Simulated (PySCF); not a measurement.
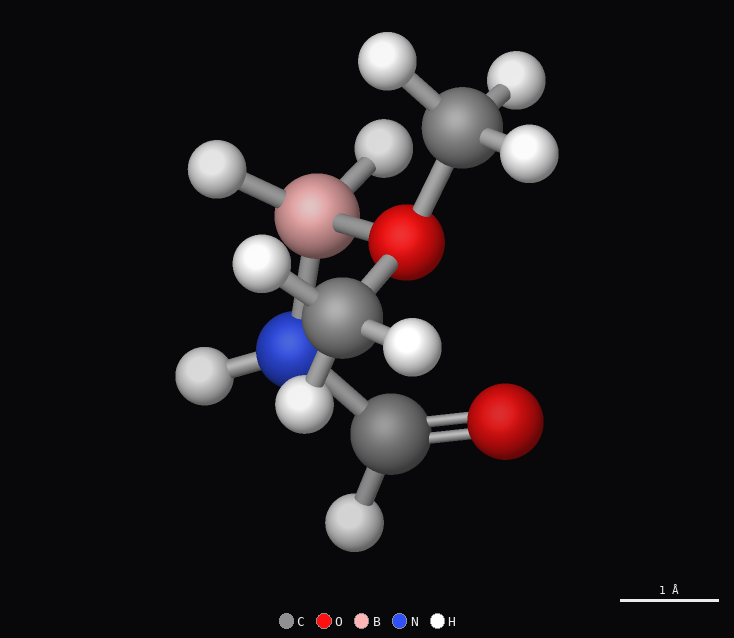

Rendered structure (ball-and-stick style). Multiple sticks mark multiple bonds (one Kekulé form).

The geometry was computed by an optimisation with GFN2-xTB. No frequency run is at hand to confirm it as a minimum.

**Which formula does it have?**

C3H10BNO2, 17 atoms: 3 carbon, 10 hydrogen, 1 boron, 1 nitrogen and 2 oxygen.

**Write the SMILES.**

C[O+](C)[BH2-]NC=O

**Which point group does it belong to?**

C1.

**Does it have rings?**

It has no ring.

The parts below concern this one geometry. Atoms keep their numbers from picture to picture.

Geometry

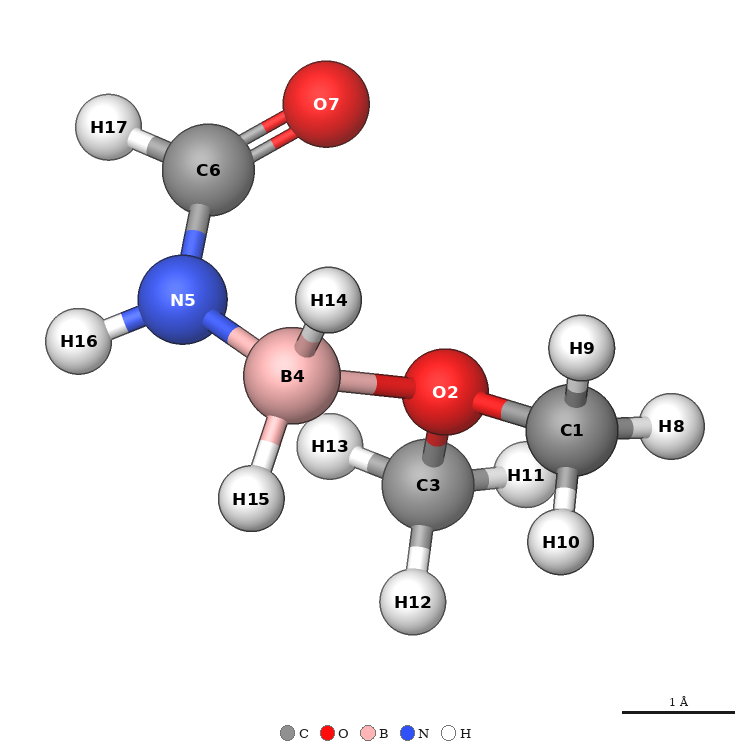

The atoms are numbered. No frequency run is at hand to confirm it as a minimum.

List the bonds and their lengths.

| bond | length (Å) | order |
| --- | --- | --- |
| C1–O2 | 1.413 | single |
| C1–H8 | 1.093 | single |
| C1–H9 | 1.087 | single |
| C1–H10 | 1.096 | single |
| O2–C3 | 1.414 | single |
| O2–B4 | 1.642 | single |
| C3–H11 | 1.093 | single |
| C3–H12 | 1.096 | single |
| C3–H13 | 1.088 | single |
| B4–N5 | 1.513 | single |
| B4–H14 | 1.184 | single |
| B4–H15 | 1.190 | single |
| N5–C6 | 1.339 | single |
| N5–H16 | 1.007 | single |
| C6–O7 | 1.210 | double |
| C6–H17 | 1.114 | single |

Spin–spin coupling

No frequency run is at hand to confirm it as a minimum. Properties computed with B3LYP/pcJ-1 indirect spin-spin coupling, non-relativistic, gas phase (PySCF 2.14.0). Isotopes: 11B, 13C, 1H, 15N, 17O.

Give the spin–spin coupling constants of these pairs, with the number of bonds between them: O2/B4, B4/H14, B4/H15, N5/H16, C1/B4, O2/N5, B4/H16, N5/H17, C1/N5, B4/H12, B4/H17, B4/H8, B4/H11, B4/H13.

```tsv
pair	bonds apart	J (Hz)
O2, B4	1	9.1
B4, H14	1	131.1
B4, H15	1	118.5
N5, H16	1	−84.7
C1, B4	2	2.3
O2, N5	2	1.9
B4, H16	2	4.6
N5, H17	2	−14.4
C1, N5	3	−1.0
B4, H12	3	0.6
B4, H17	3	4.9
B4, H8	3	4.8
B4, H11	3	3.0
B4, H13	3	0.6
```

Dipole moment

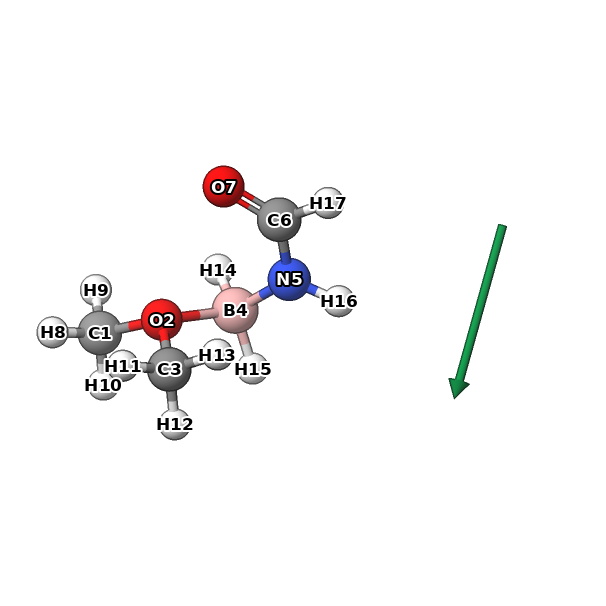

The arrow beside the molecule shows the direction of the dipole moment, from the negative to the positive end (its length means nothing). No frequency run is at hand to confirm it as a minimum. Method: B3LYP/def2-SVPD, gas phase (PySCF 2.14.0).

**Estimate the dipole moment.**

4.75 D; it points from the side of H17 to the side of H12 (the outermost atoms at the two ends).

Quadrupole coupling

No frequency run is at hand to confirm it as a minimum. Electric field gradients from the ground-state density, B3LYP/pcJ-1 (PySCF 2.14.0), non-relativistic apart from any core potentials.

Give the largest field-gradient component, the quadrupole coupling constant and the asymmetry for 17O at O2 (Q = −25.6 mb), 11B at B4 (Q = 40.59 mb), 14N at N5 (Q = 20.44 mb), 17O at O7 (Q = −25.6 mb), 2H at H8 (Q = 2.86 mb), 2H at H9 (Q = 2.86 mb).

```tsv
atom	V_zz (a.u.)	e²qQ/h (MHz)	η
O2	−1.944	11.69	0.59
B4	0.327	3.11	0.55
N5	−0.640	−3.07	0.72
O7	−1.620	9.75	0.08
H8	0.283	0.190	0.11
H9	0.289	0.194	0.09
```

The geometry is semi-empirical. Around B such bond lengths and angles can be off by a tenth of an ångström or more and by several degrees, and values that hang on the shape move with them.
